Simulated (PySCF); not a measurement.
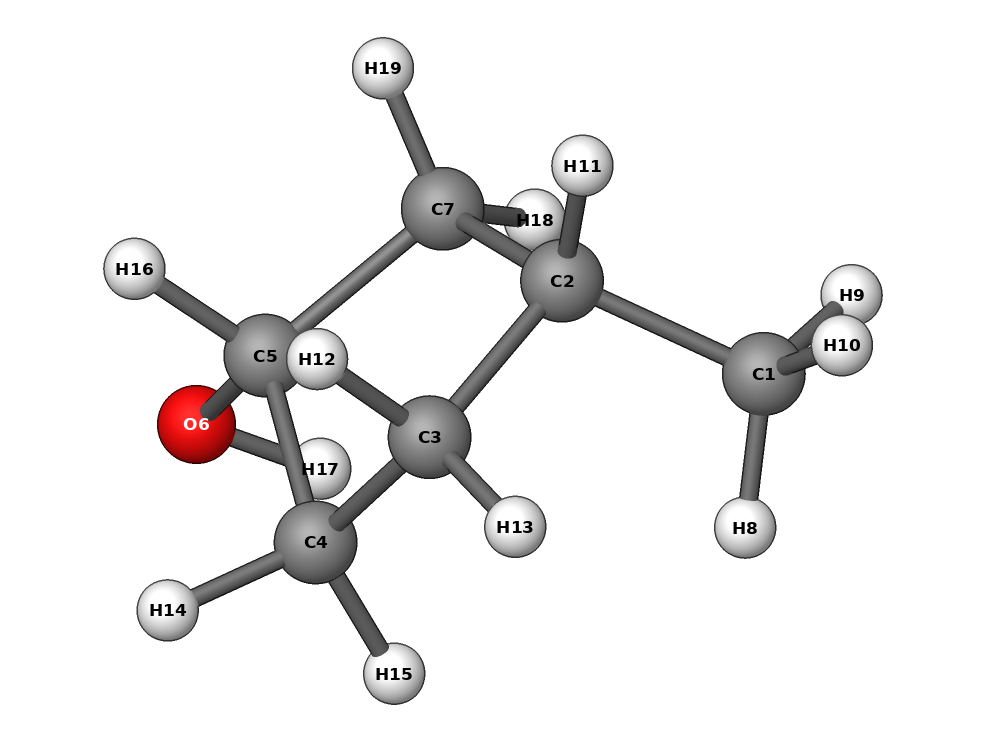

The questions are on isotropic NMR shieldings of the H atoms. Geometry: a frame of a GFN2-xTB molecular-dynamics simulation, not a minimum. Method: GIAO PBE0/pcSseg-1 NMR shielding, non-relativistic, gas phase (PySCF 2.14.0).

### Which H atom is the most shielded (lowest chemical shift)?

H17 (31.75 ppm).

### Which H atom is the least shielded (highest chemical shift)?

H16 (26.48 ppm).

### How wide is the range of H shifts?

5.27 ppm.

Give the isotropic NMR shieldings of the H atoms atom by atom.

| atom | σ (ppm) |
| --- | --- |
| H8 | 31.41 |
| H9 | 30.85 |
| H10 | 31.69 |
| H11 | 29.50 |
| H12 | 29.50 |
| H13 | 30.09 |
| H14 | 28.11 |
| H15 | 28.93 |
| H16 | 26.48 |
| H17 | 31.75 |
| H18 | 30.23 |
| H19 | 29.81 |
